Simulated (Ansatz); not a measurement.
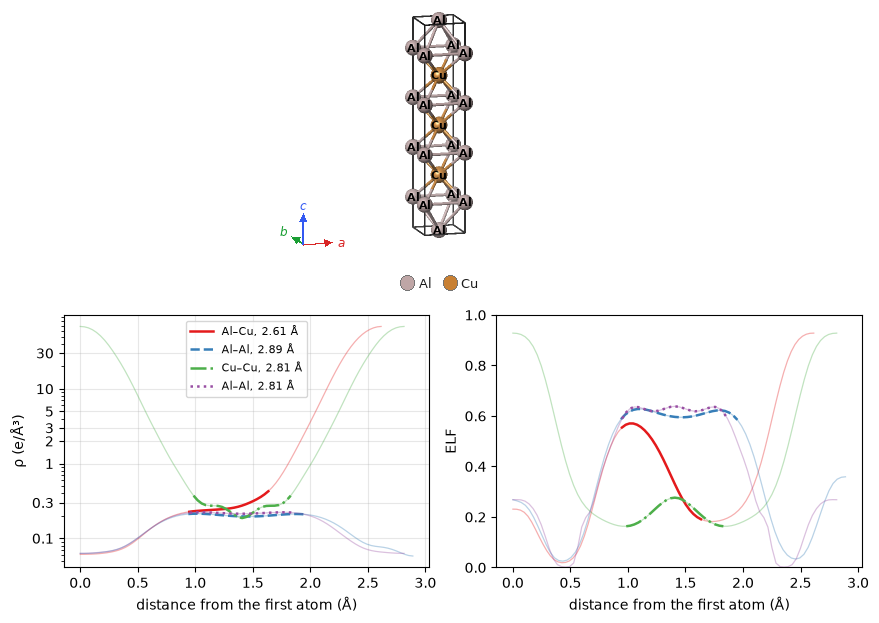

The picture shows: Al₅Cu₃. Valence electron density and ELF along straight lines between neighbouring atoms. Thin, pale parts lie inside the atomic spheres. The structure is drawn too.

Space group P4/mmm; a generated structure, not necessarily the stable one; computed without spin polarisation.

All numbers below come from DFT PBE, scalar-relativistic, plane waves, PAW (Ansatz 0.2.0).

In a PAW calculation such maps are meaningful between the atoms, not at the nuclei.

```yaml
crystal:
  lattice:
    - [2.81420, 0.00000, 0.00000]
    - [0.00000, 2.81420, 0.00000]
    - [0.00000, 0.00000, 14.41609]
  atoms:
    - { symbol: Al, position: [0.00000, 0.00000, 0.85457] }
    - { symbol: Al, position: [0.00000, 0.00000, 0.14543] }
    - { symbol: Al, position: [0.00000, 0.00000, 0.38155] }
    - { symbol: Al, position: [0.00000, 0.00000, 0.61845] }
    - { symbol: Al, position: [0.50000, 0.50000, 0.00000] }
    - { symbol: Cu, position: [0.50000, 0.50000, 0.26388] }
    - { symbol: Cu, position: [0.50000, 0.50000, 0.50000] }
    - { symbol: Cu, position: [0.50000, 0.50000, 0.73612] }
```

Q: What can be read from the curves?

A: Al–Cu (2.61 Å): the density is about 0.25 e/Å³ at the midpoint; the ELF is about 0.45 at the midpoint.
Al–Al (2.89 Å): the density is about 0.2 e/Å³ at the midpoint; the ELF peaks at about 0.65 between the atoms.
Cu–Cu (2.81 Å): ρ is about 0.19 e/Å³ halfway; the ELF is about 0.30 at the midpoint: no shared electron pair shows on this line.
Al–Al (2.81 Å): the density is about 0.21 e/Å³ at the midpoint; the ELF peaks at about 0.65 between the atoms.
